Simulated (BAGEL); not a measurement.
# BHSeCl2 (SMILES ClB(Cl)[SeH]) at HF/STO-3G (density fitting with qzvpp-jkfit)

What is the vertical singlet–triplet gap of BHSeCl2 at HF/STO-3G (density fitting with qzvpp-jkfit)? 

The results are computed with BAGEL 1.2.2.

3 further runs of the same task are left out: 1 that didn't finish, 2 set aside as unsound or not needed. Runs told in other sessions of the task aren't counted.

## (1) The molecule

BHSeCl2 has 5 atoms, charge 0, and is taken as a singlet. SMILES: `ClB(Cl)[SeH]`. The coordinates come from a PBE0-D4/def2-TZVP relaxation.

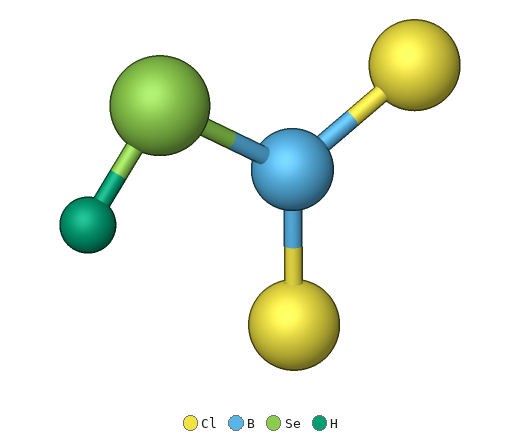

The structure, seen from a chosen angle (chlorine yellow, boron blue, selenium green, hydrogen teal).

## (2) A single-point energy at HF/STO-3G (density fitting with qzvpp-jkfit)

File calc.json:

```json
{ "bagel" : [

{
  "title" : "molecule",
  "basis" : "sto-3g",
  "df_basis" : "qzvpp-jkfit",
  "angstrom" : true,
  "geometry" : [
    { "atom" : "Cl", "xyz" : [       0.365300,       0.131400,       1.782000 ] },
    { "atom" : "B", "xyz" : [       0.312300,      -0.421300,       0.129200 ] },
    { "atom" : "Cl", "xyz" : [       1.157600,      -1.879500,      -0.325000 ] },
    { "atom" : "Se", "xyz" : [      -0.651400,       0.512100,      -1.253700 ] },
    { "atom" : "H", "xyz" : [      -1.134100,       1.583700,      -0.373900 ] }
  ]
},

{ "title" : "hf" },

{ "title" : "print", "file" : "orbitals.molden", "orbitals" : true }

]}
```

The run is started by

```
$ BAGEL_NUM_THREADS=1 BAGEL calc.json > calc.out
```

Output:

```text
* using 1 threads per process

  ===============================================================
  ===============================================================

  *** Geometry ***

  { "atom" : "Cl", "xyz" : [      0.690317,      0.248310,      3.367492 ] },
  { "atom" : "B", "xyz" : [      0.590161,     -0.796142,      0.244153 ] },
  { "atom" : "Cl", "xyz" : [      2.187547,     -3.551740,     -0.614161 ] },
  { "atom" : "Se", "xyz" : [     -1.230968,      0.967729,     -2.369150 ] },
  { "atom" : "H", "xyz" : [     -2.143138,      2.992759,     -0.706569 ] },

  Number of auxiliary basis functions:      615

  Since a DF basis is specified, we compute 2- and 3-index integrals:
    o Being stored without compression. Storage requirement is 0.009 GB

  Number of basis functions:       42
  Number of electrons      :       74

    * METHOD: MOLECULE                             0.32

  *** RHF ***

  === Nuclear Repulsion ===
   359.6938846929

      * DIIS with orbital gradients will be used.

  === RHF iteration (sto-3g) ===
      0      -3307.65551434          0.01275600           0.07
      1      -3307.75891084          0.00540670           0.07
      2      -3307.77690935          0.00060065           0.07
      3      -3307.77730314          0.00006373           0.07
      4      -3307.77730877          0.00001677           0.07
      5      -3307.77730918          0.00000355           0.07
      6      -3307.77730920          0.00000043           0.07
      7      -3307.77730920          0.00000012           0.07
      8      -3307.77730920          0.00000003           0.07
      9      -3307.77730920          0.00000001           0.07
    * SCF iteration converged.

    * Permanent dipole moment:
           (    0.428092,    -0.622815,     0.073213) a.u.

    * METHOD: HF                                   0.84

    * METHOD: PRINT                                0.01

  ===============================================================
```

Run time: 1.3 s. Hardware: 1 thread of Arm Neoverse V1, shared host; peak memory 0.096 GiB.

## (3) The triplet at the same level

File job.json:

```json
{ "bagel" : [

{
  "title" : "molecule",
  "basis" : "sto-3g",
  "df_basis" : "qzvpp-jkfit",
  "angstrom" : "true",
  "geometry" : [
    { "atom" : "Cl", "xyz" : [       0.365300,       0.131400,       1.782000 ] },
    { "atom" : "B", "xyz" : [       0.312300,      -0.421300,       0.129200 ] },
    { "atom" : "Cl", "xyz" : [       1.157600,      -1.879500,      -0.325000 ] },
    { "atom" : "Se", "xyz" : [      -0.651400,       0.512100,      -1.253700 ] },
    { "atom" : "H", "xyz" : [      -1.134100,       1.583700,      -0.373900 ] }
  ]
},

{
  "title" : "uhf",
  "nopen" : 2
},

{
  "title" : "print",
  "file" : "orbitals.molden",
  "orbitals" : "true"
}

]}
```

The run is started by

```
$ BAGEL_NUM_THREADS=1 BAGEL job.json > job.out
```

Output:

```text
* using 1 threads per process

  ===============================================================
  ===============================================================

  *** Geometry ***

  { "atom" : "Cl", "xyz" : [      0.690317,      0.248310,      3.367492 ] },
  { "atom" : "B", "xyz" : [      0.590161,     -0.796142,      0.244153 ] },
  { "atom" : "Cl", "xyz" : [      2.187547,     -3.551740,     -0.614161 ] },
  { "atom" : "Se", "xyz" : [     -1.230968,      0.967729,     -2.369150 ] },
  { "atom" : "H", "xyz" : [     -2.143138,      2.992759,     -0.706569 ] },

  Number of auxiliary basis functions:      615

  Since a DF basis is specified, we compute 2- and 3-index integrals:
    o Being stored without compression. Storage requirement is 0.009 GB

  Number of basis functions:       42
  Number of electrons      :       74

    * METHOD: MOLECULE                             0.31

  *** Open-shell HF ***

  === Nuclear Repulsion ===
   359.6938846929

      * DIIS with orbital gradients will be used.

  === UHF iteration (sto-3g) ===
      0      -3307.54290961          0.01333833           0.12
      1      -3307.59364146          0.00307978           0.12
      2      -3307.59686313          0.00089181           0.12
      3      -3307.59736072          0.00021633           0.12
      4      -3307.59745153          0.00008398           0.12
      5      -3307.59748930          0.00001647           0.12
      6      -3307.59749328          0.00000187           0.12
      7      -3307.59749378          0.00000079           0.12
      8      -3307.59749405          0.00000036           0.12
      9      -3307.59749413          0.00000015           0.12
     10      -3307.59749414          0.00000007           0.12
     11      -3307.59749414          0.00000004           0.12
     12      -3307.59749414          0.00000003           0.13
     13      -3307.59749414          0.00000001           0.12
     14      -3307.59749414          0.00000000           0.12
    * SCF iteration converged.

    * S^2 (UHF) is 2.0163

    * Permanent dipole moment:
           (    1.654976,    -1.876454,     1.663157) a.u.

    * METHOD: UHF                                  1.97

    * METHOD: PRINT                                0.01

  ===============================================================
```

Run time: 2.4 s. Hardware: 1 thread of Arm Neoverse V1, shared host; peak memory 0.095 GiB.

## (4) Results

Level: HF/STO-3G (density fitting with qzvpp-jkfit).

```
                                        quantity           value
                           singlet: total energy  -3307.77731 Eh
                          singlet: dipole moment          1.93 D
                            singlet: HOMO energy        -8.74 eV
                            singlet: LUMO energy         5.14 eV
                          singlet: HOMO–LUMO gap        13.89 eV
                           triplet: total energy  -3307.59749 Eh
                          triplet: dipole moment          7.64 D
                                   triplet: ⟨S²⟩           2.016
vertical energy of the triplet above the singlet        4.893 eV
```

**Reading.** At this shape the triplet lies 4.89 eV (472 kJ/mol) above the singlet. In a minimal basis such a difference can be off by several eV, whatever the method.
